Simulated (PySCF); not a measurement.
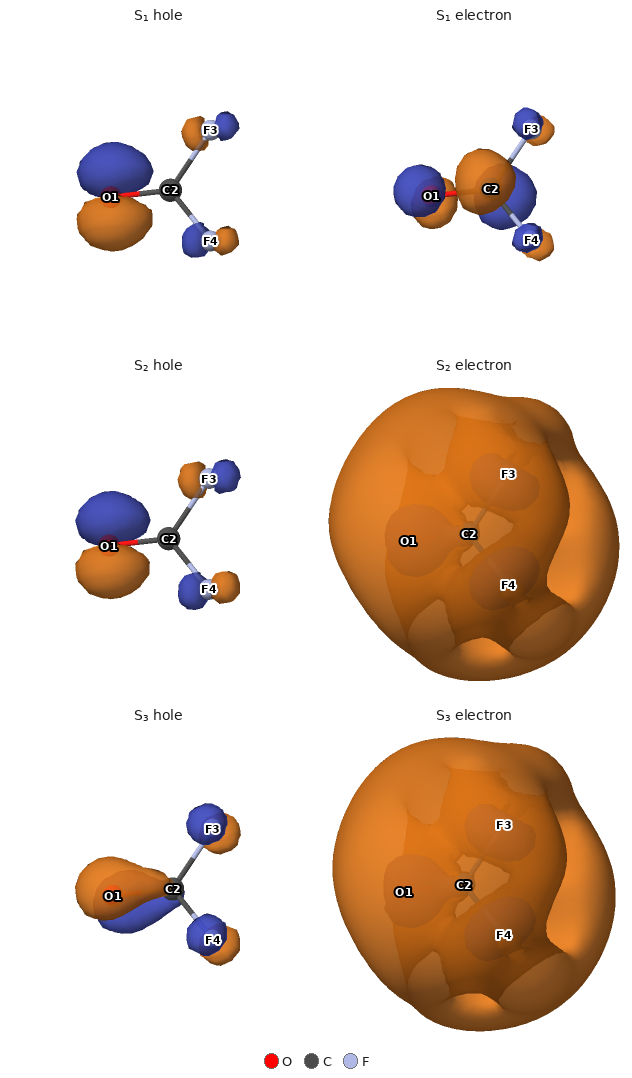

CF$_{2}$O, SMILES `O=C(F)F`. Leading natural transition orbitals (TDA singlet states).

Computed with PySCF, CAM-B3LYP/def2-SVPD, geometry: GFN2-xTB. No frequency check shows the geometry to be a minimum.

Cartesian coordinates (Å):

```
O1       1.3121    0.0004    0.0000
C2       0.1533    0.0001    0.0000
F3      -0.6339   -1.0553    0.0000
F4      -0.6346    1.0549    0.0000
```

### Describe these excited states.

By state:
- S₁: 7.31 eV (170 nm), f = 0.000 (dark), n → π*; the leading pair carries 100 %; hole on O1 (73 %), C2 (11 %) and F3 and F4 (8 % each), electron on C2 (47 %), O1 (33 %) and F3 and F4 (10 % each); their centroids lie 0.6 Å apart.
- S₂: 9.38 eV (132 nm), f = 0.033, n → diffuse (Rydberg-like) orbital; the leading pair carries 99 %; hole on O1 (69 %), F3 and F4 (11 % each) and C2 (10 %), electron on C2 (35 %), O1 (22 %) and F3 and F4 (22 % each) (atom shares of so diffuse an orbital are rough); their centroids lie 0.8 Å apart.
- S₃: 10.48 eV (118 nm), f = 0.007, diffuse (Rydberg-like) orbital; the leading pair carries 99 %; hole on O1 (54 %), C2 (16 %) and F3 and F4 (15 % each), electron on C2 (35 %), F3 and F4 (22 % each) and O1 (20 %) (atom shares of so diffuse an orbital are rough); their centroids lie 0.6 Å apart; S₄ and S₅ lie within 0.1 eV of it.

Run time: 29 s on 1 thread of AMD EPYC 9R45 96-Core Processor (Zen 5), with other jobs on the host, peak memory 0.44 GiB.
